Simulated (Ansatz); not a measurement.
# Mo(NH)2Cl2 (Cl2H2MoN2): geometry, orbitals and charge

What does Mo(NH)2Cl2 (Cl2H2MoN2) look like as a singlet, and where do its frontier electrons sit?

Computed with Ansatz 0.2.0, Gaussian basis. Level: RKS PBE0-D4/def2-TZVP.

The runs, in order: relaxation at PBE-D4/def2-SVP; a search for the lowest solution at PBE0-D4/def2-SVP; a single point at PBE0-D4/def2-TZVP.

2 further runs of the same task are left out: 2 set aside as unsound or not needed.

### Step 1. Starting geometry

7 atoms, charge 0, spin multiplicity 1.

Atoms are counted from 1 here; the program's logs count them from 0.

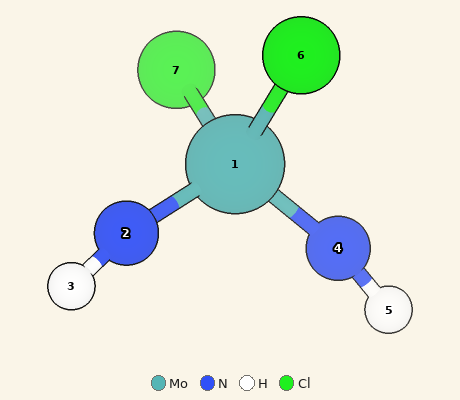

Start geometry, drawn with molybdenum teal, nitrogen blue, hydrogen white, chlorine green; atoms are numbered from 1 in the order of the file.

Formally the metal is d0. Mo takes a core potential in the def2 sets. No spin-orbit coupling is included.

The start is a GFN2-xTB geometry.

### Step 2. Optimising with PBE-D4/def2-SVP

File in.yaml:

```yaml
crystal:
  periodic: [false, false, false]
  atoms:
    - {symbol: Mo, position_ang: [-0.315660, 0.003180, -0.220130]}
    - {symbol: N, position_ang: [-0.362860, -0.021340, 1.512670]}
    - {symbol: H, position_ang: [-0.197250, -0.034750, 2.510830]}
    - {symbol: N, position_ang: [1.290250, 0.007230, -0.873550]}
    - {symbol: H, position_ang: [2.285490, 0.008790, -1.057160]}
    - {symbol: Cl, position_ang: [-1.343700, 1.796060, -0.910720]}
    - {symbol: Cl, position_ang: [-1.356260, -1.759160, -0.961940]}
basis:
  gaussian: {orbitals: def2-SVP}
hamiltonian: {xc: pbe, dispersion: d4}
scf: {omitted_lower_state_checks: [starts]}
output: {orbitals: {seedname: orbitals}}
relax: {f_tol: 0.02, max_steps: 100}
```

Run with:

```
ansatz run in.yaml --threads 4 --pin off --events-out ev --progress --plain --max-ram 3916MiB
```

After this run come: Searching for the lowest solution, PBE0-D4/def2-SVP; Single point, PBE0-D4/def2-TZVP.

**Question.** What will the summary of the whole plan be? Wanted: point group; near neighbours of the metal; HOMO, LUMO at PBE0-D4/def2-TZVP; charge on the metal; dipole at PBE-D4/def2-SVP.

The runs gave:

| quantity | value |
| --- | --- |
| point group | C2v |
| near neighbours of the metal | N 1.73, N 1.73, Cl 2.29, Cl 2.29 Å |
| HOMO, LUMO at PBE0-D4/def2-TZVP | -8.41, -2.91 eV |
| charge on the metal (Mulliken, PBE0-D4/def2-TZVP) | +1.43 e |
| dipole at PBE-D4/def2-SVP | 3.31 D |

In words: The molecule keeps its bonding pattern by the stored test; the atoms moved 0.20 Å (rms), and the angle Mo1–N2–H3 went from 169° to 154°. The metal has 4 near neighbours by the distance rule, from 1.73 to 2.29 Å. The Mulliken charge of the metal, +1.43 e, depends on the basis and isn't its oxidation state. No usable vibrations, so a minimum isn't proven. Whether this spin is the lowest isn't tested here.
